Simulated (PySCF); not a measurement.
# [TlH]2+: other spin states, a change of charge and excitations

Aim: at the relaxed geometry of [TlH]2+, try other spin states, a change of charge and excitations. It is a constructed species; whether it can be made isn't addressed.

Method: r2SCAN, Tl def2-SVP with ECP60, H def2-SVP; scalar-relativistic core potentials, no spin–orbit coupling; program: PySCF 2.14.0.

3 further runs of the same task are left out: 2 for a known fault of the program, 1 set aside as unsound or not needed.

### 1 The system as given

2 atoms, charge 2, spin multiplicity 1.

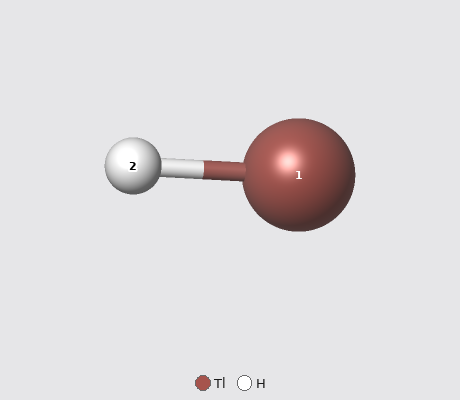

The structure; thallium brown, hydrogen white; atoms are numbered from 1 in the order of the file.

As a file:

```xyz
2

Tl    0.00000    0.00000    0.08652
H     0.00000    0.00000    1.86421
```

Formal oxidation states: Tl +3. An earlier session relaxed this geometry at r2SCAN, Tl def2-SVP with ECP60, H def2-SVP (singlet, point group C∞v).

Its energy there is -172.247026 Eh.

### 2 Multiplicity 3 at the relaxed geometry

run.py (the lines that set the calculation) reads:

```python
mol = gto.M(atom='''
Tl     0.00000     0.00000     0.08652
H      0.00000     0.00000     1.86421''',
    basis={'Tl': 'def2-SVP', 'H': 'def2-SVP'},
    ecp={'Tl': 'def2-SVP'},
    charge=2, spin=2)
mf = dft.UKS(mol, xc='R2SCAN')
mf.grids.atom_grid = (50, 194)
mf = mf.density_fit()  # fitting sets: Tl def2-universal-JKFIT, H def2-universal-JKFIT
mf.conv_tol = 1e-08; mf.max_cycle = 55
mf.kernel(dm0)  # dm0: free metal ions and neutral atoms
```

Command:

```console
$ OMP_NUM_THREADS=2 python run.py
```

What it wrote:

```text
init E= -171.45087046509
cycle= 1 E= -171.838041606991  delta_E= -0.387  |g|= 0.472  |ddm|= 1.47
cycle= 2 E= -171.968722092999  delta_E= -0.131  |g|= 0.435  |ddm|=  1.7
cycle= 3 E= -172.096592588979  delta_E= -0.128  |g|= 0.0288  |ddm|= 0.715
cycle= 4 E= -172.097612029287  delta_E= -0.00102  |g|= 0.00558  |ddm|= 0.0793
cycle= 5 E= -172.097635349716  delta_E= -2.33e-05  |g|= 0.00123  |ddm|= 0.0141
cycle= 6 E= -172.097636330838  delta_E= -9.81e-07  |g|= 0.000174  |ddm|= 0.00248
cycle= 7 E= -172.097636358481  delta_E= -2.76e-08  |g|= 1.92e-05  |ddm|= 0.000457
cycle= 8 E= -172.097636358971  delta_E= -4.89e-10  |g|= 1.2e-06  |ddm|= 4.57e-05
Extra cycle  E= -172.097636358972  delta_E= -1.76e-12  |g|= 3.21e-07  |ddm|= 2.65e-06
converged SCF energy = -172.097636358972  <S^2> = 2.0028203  2S+1 = 3.0018796
```

It took 0.8 s on 2 threads of Arm Neoverse V2, shared host.

Result: E = -172.097636 Eh (+4.065 eV from the relaxed state), HOMO -21.92 eV, LUMO -24.83 eV (over both spins), ⟨S²⟩ = 2.003, Mulliken charge on Tl1 +1.72 e. An empty level of one spin lies below a filled level of the other.

### 3 One electron removed, multiplicity 2

Changes to run.py (the lines that set the calculation) since step 2:

```diff
@@ -5,3 +5,3 @@
     ecp={'Tl': 'def2-SVP'},
-    charge=2, spin=2)
+    charge=3, spin=1)
 mf = dft.UKS(mol, xc='R2SCAN')
@@ -10,2 +10,2 @@
 mf.conv_tol = 1e-08; mf.max_cycle = 55
-mf.kernel(dm0)  # dm0: free metal ions and neutral atoms
+mf.kernel(dm0)  # dm0: the density of the relaxed state
```

Command:

```console
$ OMP_NUM_THREADS=2 python run.py
```

What it wrote:

```text
init E= -172.255849658337
  HOMO = -0.960620908984  LUMO = -0.944684613169  gap/eV = 0.43365
cycle= 1 E= -171.130529593386  delta_E= 1.13  |g|= 0.149  |ddm|= 1.22
  HOMO = -1.35342939851  LUMO = -1.27472264867  gap/eV = 2.14172
cycle= 2 E= -171.148426682415  delta_E= -0.0179  |g|= 0.0567  |ddm|= 0.322
  HOMO = -1.32942217278  LUMO = -1.24363689991  gap/eV = 2.33434
cycle= 3 E= -171.149631209299  delta_E= -0.0012  |g|= 0.00511  |ddm|= 0.054
  HOMO = -1.32774771674  LUMO = -1.23925479901  gap/eV = 2.40801
cycle= 4 E= -171.149666099491  delta_E= -3.49e-05  |g|= 0.00187  |ddm|= 0.0135
  HOMO = -1.32812334769  LUMO = -1.23900496024  gap/eV = 2.42503
cycle= 5 E= -171.149669378645  delta_E= -3.28e-06  |g|= 0.000606  |ddm|= 0.00745
  HOMO = -1.32810327627  LUMO = -1.23901217644  gap/eV = 2.42429
cycle= 6 E= -171.149669710168  delta_E= -3.32e-07  |g|= 2.95e-05  |ddm|= 0.00142
  HOMO = -1.32810088354  LUMO = -1.23901036221  gap/eV = 2.42428
cycle= 7 E= -171.14966971085  delta_E= -6.82e-10  |g|= 1.76e-06  |ddm|= 9.09e-05
  HOMO = -1.32810026559  LUMO = -1.2390102307  gap/eV = 2.42426
Extra cycle  E= -171.149669710853  delta_E= -2.56e-12  |g|= 1.16e-06  |ddm|= 7.31e-06
converged SCF energy = -171.149669710853  <S^2> = 0.75399651  2S+1 = 2.0039925
```

Run time: 0.4 s. Hardware: 2 threads of Arm Neoverse V2, shared host.

It gives: E = -171.149670 Eh (+29.861 eV from the relaxed state), HOMO -36.14 eV, LUMO -33.72 eV (over both spins), ⟨S²⟩ = 0.754, Mulliken charge on Tl1 +2.34 e. 

### 4 One electron added, multiplicity 2

Changes to run.py (the lines that set the calculation) since step 3:

```diff
@@ -5,3 +5,3 @@
     ecp={'Tl': 'def2-SVP'},
-    charge=3, spin=1)
+    charge=1, spin=1)
 mf = dft.UKS(mol, xc='R2SCAN')
```

Command:

```console
$ OMP_NUM_THREADS=2 python run.py
```

What it wrote:

```text
init E= -172.254248203938
  HOMO = -0.75164137379  LUMO = -0.740767474882  gap/eV = 0.29589
cycle= 1 E= -172.851290707821  delta_E= -0.597  |g|= 0.138  |ddm|= 1.16
  HOMO = -0.455445192552  LUMO = -0.372840653696  gap/eV = 2.24778
cycle= 2 E= -172.8683672306  delta_E= -0.0171  |g|= 0.0793  |ddm|= 0.602
  HOMO = -0.488525554301  LUMO = -0.392527130373  gap/eV = 2.61225
cycle= 3 E= -172.873170610479  delta_E= -0.0048  |g|= 0.0144  |ddm|= 0.167
  HOMO = -0.493908362337  LUMO = -0.390868161966  gap/eV = 2.80387
cycle= 4 E= -172.873415341695  delta_E= -0.000245  |g|= 0.00804  |ddm|= 0.0557
  HOMO = -0.495089767248  LUMO = -0.389519010679  gap/eV = 2.87273
cycle= 5 E= -172.873471503759  delta_E= -5.62e-05  |g|= 0.00166  |ddm|= 0.02
  HOMO = -0.495085269038  LUMO = -0.388486577148  gap/eV = 2.90070
cycle= 6 E= -172.873475974563  delta_E= -4.47e-06  |g|= 0.000293  |ddm|= 0.00684
  HOMO = -0.49505434224  LUMO = -0.388344845197  gap/eV = 2.90371
cycle= 7 E= -172.873476083023  delta_E= -1.08e-07  |g|= 4.02e-05  |ddm|= 0.000833
  HOMO = -0.495046719001  LUMO = -0.388334136341  gap/eV = 2.90380
cycle= 8 E= -172.873476085934  delta_E= -2.91e-09  |g|= 4.96e-06  |ddm|= 0.000186
  HOMO = -0.495046886382  LUMO = -0.388334130614  gap/eV = 2.90380
Extra cycle  E= -172.873476085958  delta_E= -2.43e-11  |g|= 3.04e-06  |ddm|= 2.17e-05
converged SCF energy = -172.873476085958  <S^2> = 0.76387957  2S+1 = 2.0138317
```

Wall time 0.4 s (2 threads of Arm Neoverse V2, shared host).

It gives: E = -172.873476 Eh (-17.047 eV from the relaxed state), HOMO -13.47 eV, LUMO -10.57 eV (over both spins), ⟨S²⟩ = 0.764, Mulliken charge on Tl1 +0.88 e. 

### 5 Singlet excitations, Tamm-Dancoff CAM-B3LYP

Changes to run.py (the lines that set the calculation) since step 4:

```diff
@@ -5,4 +5,4 @@
     ecp={'Tl': 'def2-SVP'},
-    charge=1, spin=1)
-mf = dft.UKS(mol, xc='R2SCAN')
+    charge=2, spin=0)
+mf = dft.RKS(mol, xc='CAMB3LYP')
 mf.grids.atom_grid = (50, 194)
```

Command:

```console
$ OMP_NUM_THREADS=2 python run.py
```

What it wrote:

```text
init E= -172.126328553958
  HOMO = -1.02685771142639  LUMO = -0.679460860866032  gap/eV = 9.45315
cycle= 1 E= -172.126969310551  delta_E= -0.000641  |g|= 0.00932  |ddm|= 0.165
  HOMO = -1.03024067385326  LUMO = -0.682323421420681  gap/eV = 9.46731
cycle= 2 E= -172.126993453929  delta_E= -2.41e-05  |g|= 0.0037  |ddm|= 0.0178
  HOMO = -1.02977695393624  LUMO = -0.68204568093079  gap/eV = 9.46225
cycle= 3 E= -172.12699679517  delta_E= -3.34e-06  |g|= 0.000657  |ddm|= 0.00882
  HOMO = -1.02974253790562  LUMO = -0.682044198896238  gap/eV = 9.46135
cycle= 4 E= -172.126997007128  delta_E= -2.12e-07  |g|= 0.000165  |ddm|= 0.00163
  HOMO = -1.02977825524057  LUMO = -0.68206540369731  gap/eV = 9.46175
cycle= 5 E= -172.126997024088  delta_E= -1.7e-08  |g|= 2.31e-05  |ddm|= 0.000538
  HOMO = -1.02977362658307  LUMO = -0.682060792180704  gap/eV = 9.46175
cycle= 6 E= -172.126997024471  delta_E= -3.83e-10  |g|= 1.06e-06  |ddm|= 6.16e-05
  HOMO = -1.02977353583532  LUMO = -0.682060761086081  gap/eV = 9.46175
Extra cycle  E= -172.126997024472  delta_E= -9.66e-13  |g|= 3.19e-07  |ddm|= 2.55e-06
converged SCF energy = -172.126997024472
```

It took 1.2 s on 2 threads of Arm Neoverse V2, shared host.

Result: E = -172.126997 Eh, HOMO -28.02 eV, LUMO -18.56 eV, Mulliken charge on Tl1 +1.52 e. 

Singlet excitations:

```
state  energy (eV)  oscillator strength
    1         7.85               0.6093
    2        11.57               0.3530
    3        11.57               0.3530
    4        11.73               0.0000
    5        11.73               0.0000
    6        12.32               0.3000
    7        12.32               0.3000
    8        13.63               0.5234
```

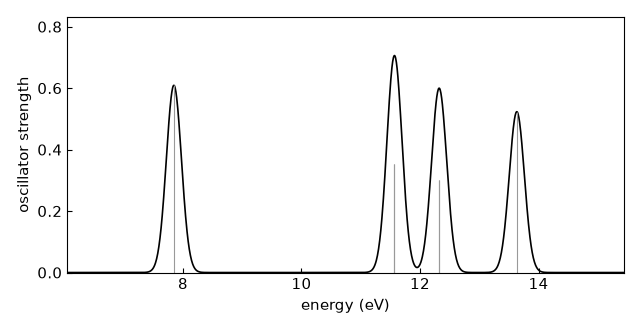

Absorption from the eight lowest singlets. Lines are broadened to a width of 0.30 eV (Gaussian).

### 6 The states side by side

| state | energy from the relaxed state (eV) | ⟨S²⟩ | time |
| --- | --- | --- | --- |
| charge +2, singlet, vacuum (relaxed) | 0 | 0.00 |  |
| charge +1, doublet, vacuum | -17.05 | 0.76 | 0.4 s |
| charge +2, triplet, vacuum | 4.07 | 2.00 | 0.8 s |
| charge +3, doublet, vacuum | 29.86 | 0.75 | 0.4 s |

An electron taken off or put on is at rest in vacuum. 

In the excitation run (CAM-B3LYP), the lowest singlet lies at 7.85 eV (gaps between orbitals at other levels can't be set against it), and the brightest of the eight at 7.85 eV (f = 0.609); spin–orbit coupling would mix in triplets. Removing an electron vertically costs 29.86 eV (doublet), against −HOMO = 25.92 eV. Adding an electron vertically releases 17.05 eV (doublet). The triplet lies 4.07 eV above at this geometry. The bases are small and lack diffuse functions. Spin–orbit coupling is left out.
